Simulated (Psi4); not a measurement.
# CH6ClNSi (SMILES C[SiH](N)Cl) at r2SCAN/6-31G(d) (spherical functions)

What is the energy change on altering one bond length of CH6ClNSi at r2SCAN/6-31G* (spherical functions)? 

The results are computed with Psi4 1.11.

5 further runs of the same task are left out: 4 that didn't finish, 1 set aside as unsound or not needed.

### 1 The system as given

CH6ClNSi: 10 atoms, total charge 0, spin state singlet. As SMILES, `C[SiH](N)Cl`. Geometry: relaxed at PBE0-D4/def2-TZVP. This is one conformer, not always the lowest.

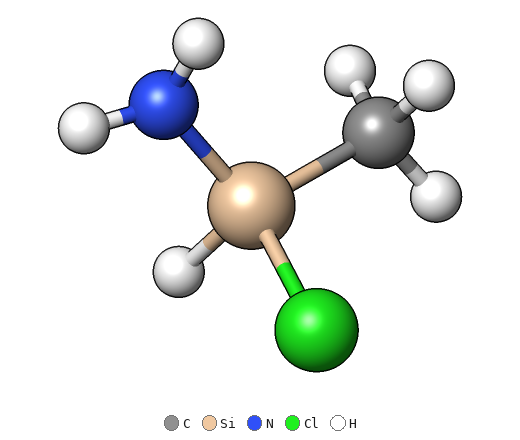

Viewed from a chosen angle; carbon grey, silicon light orange, nitrogen blue, chlorine green, hydrogen white.

### 2 Energy and forces at r2SCAN/6-31G(d) (spherical functions)

Input file run.py:

```python
import psi4

psi4.set_memory('2200 MB')
psi4.set_num_threads(1)
psi4.core.set_output_file('ch6clnsi.out', False)

m = psi4.geometry("""
C     -0.924300     0.960300    -0.429600
Si    -0.055600    -0.637600    -0.073400
N      1.200800    -0.379200     1.050800
Cl     0.594900    -1.392500    -1.900800
H     -1.720000     0.809500    -1.161600
H     -1.359500     1.369700     0.485000
H     -0.226900     1.694300    -0.841400
H     -0.936500    -1.689500     0.482600
H      1.847500     0.382600     0.917600
H      1.662700    -1.168700     1.473800
symmetry c1
no_reorient
no_com
""")

options = {'basis': '6-31G*', 'puream': True, 'e_convergence': 1e-09, 'd_convergence': 1e-08, 'scf_type': 'pk', 'dft_radial_points': 99, 'dft_spherical_points': 590}
psi4.set_options(options)

E = psi4.gradient("r2scan", molecule=m)
print('gradient / Eh bohr^-1')
print(E.np.round(6))
```

Command:

```console
$ python run.py
```

ch6clnsi.out:

```text
[...]
  Running in c1 symmetry.
[...]
  Nuclear repulsion =  222.145996722657117
[...]
  Multiplicity = 1
[...]
  Nalpha       = 25
  Nbeta        = 25
[...]
    Number of basis functions: 76
[...]
   @RKS iter   1:  -845.66225111950439   -8.16144e-05   1.25105e-02 ADIIS/DIIS
[...]
   @RKS iter  12:  -846.09358837727063   -9.09495e-13   3.57373e-09 DIIS
[...]
    Orbital Energies [Eh]
    ---------------------
    Doubly Occupied:
       1A   -101.159613     2A    -65.857480     3A    -14.161052
       4A    -10.028571     5A     -9.338040     6A     -7.080668
       7A     -7.075000     8A     -7.074854     9A     -5.232025
      10A     -3.575837    11A     -3.573079    12A     -3.571899
      13A     -0.828645    14A     -0.766685    15A     -0.673072
      16A     -0.490708    17A     -0.469900    18A     -0.398681
      19A     -0.389136    20A     -0.363805    21A     -0.337156
      22A     -0.322879    23A     -0.285062    24A     -0.269406
      25A     -0.239928
[...]
  @RKS Final Energy:  -846.09358837727063
   => Energetics <=
    Nuclear Repulsion Energy =            222.1459967226571166
    One-Electron Energy =               -1608.6343287513018367
    Two-Electron Energy =                 604.1543019256336038
    DFT Exchange-Correlation Energy =     -63.7595582742595823
    Empirical Dispersion Energy =           0.0000000000000000
    VV10 Nonlocal Energy =                  0.0000000000000000
    Total Energy =                       -846.0935883772706347
[...]
 Multipole Moments:
 ------------------------------------------------------------------------------------
     Multipole            Electronic (a.u.)      Nuclear  (a.u.)        Total (a.u.)
 ------------------------------------------------------------------------------------
 L = 1.  Multiply by 2.5417464519 to convert [e a0] to [Debye]
 Dipole X            :        -21.4440978           21.6600408            0.2159431
 Dipole Y            :         53.6428538          -53.0892099            0.5536439
 Dipole Z            :         52.1503220          -51.4141566            0.7361653
 Magnitude           :                                                    0.9460932
[...]
  -Total Gradient:
     Atom            X                  Y                   Z
    ------   -----------------  -----------------  -----------------
       1       -0.000024661133     0.000123270827     0.000153382091
       2        0.003767185200     0.002400369327    -0.001250659963
       3        0.000864896083    -0.001376047772    -0.003867880358
       4       -0.001492416217     0.002127383436     0.005572831012
       5        0.002155222381    -0.000464578602     0.001878973399
       6        0.001157470708    -0.001374283463    -0.001996963490
       7       -0.001206063596    -0.002436790917     0.001086008935
       8        0.000505912937     0.000711540954    -0.000638332235
       9       -0.003268916355    -0.003750030199     0.000681729752
      10       -0.002461933677     0.003853807965    -0.002066328079
[...]
```

On the terminal:

```text
gradient / Eh bohr^-1
[[-2.500e-05  1.230e-04  1.530e-04]
 [ 3.767e-03  2.400e-03 -1.251e-03]
 [ 8.650e-04 -1.376e-03 -3.868e-03]
 [-1.492e-03  2.127e-03  5.573e-03]
 [ 2.155e-03 -4.650e-04  1.879e-03]
 [ 1.157e-03 -1.374e-03 -1.997e-03]
 [-1.206e-03 -2.437e-03  1.086e-03]
 [ 5.060e-04  7.120e-04 -6.380e-04]
 [-3.269e-03 -3.750e-03  6.820e-04]
 [-2.462e-03  3.854e-03 -2.066e-03]]
```

It took 69 s on 1 thread of Intel Xeon Platinum 8259CL at 2.50GHz (Skylake/Cascade Lake), shared host; peak memory 1.6 GiB.

### 3 The distorted shape

Input file job.inp:

```
memory 2.2 GB

molecule mol {
  0 1
  C     -1.021887     1.073549    -0.155457
  Si    -0.153187    -0.524351     0.200743
  N      1.103213    -0.265951     1.324943
  Cl     0.594900    -1.392500    -1.900800
  H     -1.817587     0.922749    -0.887457
  H     -1.457087     1.482949     0.759143
  H     -0.324487     1.807549    -0.567257
  H     -1.034087    -1.576251     0.756743
  H      1.749913     0.495849     1.191743
  H      1.565113    -1.055451     1.747943
  units angstrom
  symmetry c1
}

set basis 6-31G*
set puream true
set e_convergence 1e-09
set d_convergence 1e-08
set scf_type pk
set dft_radial_points 99
set dft_spherical_points 590

E, wfn = gradient('r2scan', return_wfn=True)
print_variables()
```

Command:

```console
$ psi4 -n 1 job.inp job.out
```

job.out (excerpt; [...] marks lines left out):

```text
[...]
  Running in c1 symmetry.
[...]
  Nuclear repulsion =  210.288818347576694
[...]
  Multiplicity = 1
[...]
  Nalpha       = 25
  Nbeta        = 25
[...]
    Number of basis functions: 76
[...]
   @RKS iter   1:  -845.65900913818837   -1.78667e-01   1.23472e-02 DIIS/ADIIS
[...]
   @RKS iter  12:  -846.07799199382703   -3.41061e-12   5.18408e-09 DIIS
[...]
  @RKS Final Energy:  -846.07799199382703
   => Energetics <=
    Nuclear Repulsion Energy =            210.2888183475766937
    One-Electron Energy =               -1584.9160313795105139
    Two-Electron Energy =                 592.2306855661145164
    DFT Exchange-Correlation Energy =     -63.6814645280076164
    Empirical Dispersion Energy =           0.0000000000000000
    VV10 Nonlocal Energy =                  0.0000000000000000
    Total Energy =                       -846.0779919938270268
[...]
 Multipole Moments:
 ------------------------------------------------------------------------------------
     Multipole            Electronic (a.u.)      Nuclear  (a.u.)        Total (a.u.)
 ------------------------------------------------------------------------------------
 L = 1.  Multiply by 2.5417464519 to convert [e a0] to [Debye]
 Dipole X            :          2.7330631           -2.7014906            0.0315725
 Dipole Y            :         -4.9671089            5.8053630            0.8382542
 Dipole Z            :         -5.2541095            6.6015055            1.3473960
 Magnitude           :                                                    1.5871808
[...]
  -Total Gradient:
     Atom            X                  Y                   Z
    ------   -----------------  -----------------  -----------------
       1       -0.001947906375     0.000914818308     0.005481203506
       2       -0.009971014580     0.015506835646     0.031738554627
       3        0.002841890729     0.000461159961     0.000889854298
       4        0.015140948171    -0.017294776283    -0.040626834568
       5        0.001835699605    -0.000459894801     0.001930704079
       6        0.000603293631     0.000124586988    -0.002924514779
       7       -0.000794758836    -0.002287624178     0.001164194106
       8       -0.001320890601     0.002431861142     0.002829620499
       9       -0.003621518234    -0.004026824890     0.001073423442
      10       -0.002784332176     0.004446561774    -0.002028938952
[...]
```

Run time: 67 s. Hardware: 1 thread of Intel Xeon Platinum 8259CL at 2.50GHz (Skylake/Cascade Lake), shared host; peak memory 1.5 GiB.

### 4 Results

Level: r2SCAN/6-31G* (spherical functions).

| quantity | value |
| --- | --- |
| first shape: total energy | -846.09359 Eh |
| first shape: dipole moment | 2.40 D |
| first shape: HOMO energy | -6.53 eV |
| first shape: LUMO energy | 1.09 eV |
| first shape: HOMO–LUMO gap | 7.62 eV |
| first shape: largest force on an atom | 0.316 eV/Å |
| distorted shape: total energy | -846.07799 Eh |
| distorted shape: dipole moment | 4.03 D |
| distorted shape: HOMO energy | -6.75 eV |
| distorted shape: LUMO energy | -0.59 eV |
| distorted shape: HOMO–LUMO gap | 6.17 eV |
| distorted shape: largest force on an atom | 2.400 eV/Å |
| energy change with the Si2–Cl4 bond stretched from 2.081 to 2.394 Å | 0.424 eV |

**Reading.** With the Si2–Cl4 bond stretched from 2.081 to 2.394 Å the energy rises by 0.42 eV (40.9 kJ/mol). The first shape isn't relaxed at this level, so the change isn't measured from a minimum. The largest force (first shape) is 0.32 eV/Å: the shape isn't a stationary point for this species at this level.
